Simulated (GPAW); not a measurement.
Band structure of K (Im-3m, 1 atom in the cell).

```
K
1.0
   -2.64000     2.64000     2.64000
    2.64000    -2.64000     2.64000
    2.64000     2.64000    -2.64000
K
1
Direct
  0.00000   0.00000   0.00000
```

Level of theory: PBE, GPAW PAW datasets PBE (gpaw-data 1.0.1) (plane waves; GPAW).

Settings: mode = pw; ecut = 550 eV; xc = PBE; kpts = 9 9 9; mesh shift (steps) = 0 0 0; occupations.name = methfessel-paxton; occupations.width = 0.136 eV; occupations.order = 0; nbands = -9; symmetry.symmorphic = false; symmetry.tolerance = 0.0005; maxiter = 150; bandpath_npoints = 40.

The starting cell has typed, rounded lattice constants, without a prior relaxation at this level.

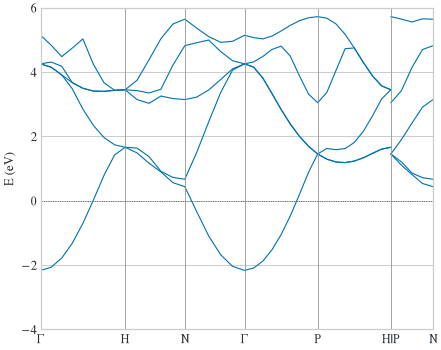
Fig. 1. Bands along the path, energies from the Fermi level.

Levels in eV from the Fermi level, bands 1 to 8:
| point | 1 | 2 | 3 | 4 | 5 | 6 | 7 | 8 |
|---|---|---|---|---|---|---|---|---|
| Γ | -32.12 | -15.60 | -15.60 | -15.60 | -2.17 | 4.26 | 4.26 | 4.26 |
| H | -32.11 | -15.65 | -15.65 | -15.65 | 1.66 | 1.66 | 3.45 | 3.45 |
| N | -32.12 | -15.67 | -15.63 | -15.60 | 0.44 | 0.67 | 3.15 | 4.82 |
| P | -32.11 | -15.63 | -15.63 | -15.63 | 1.45 | 1.45 | 1.45 | 3.05 |

Bands cross the Fermi level along this path, so the cell is metallic at this level.
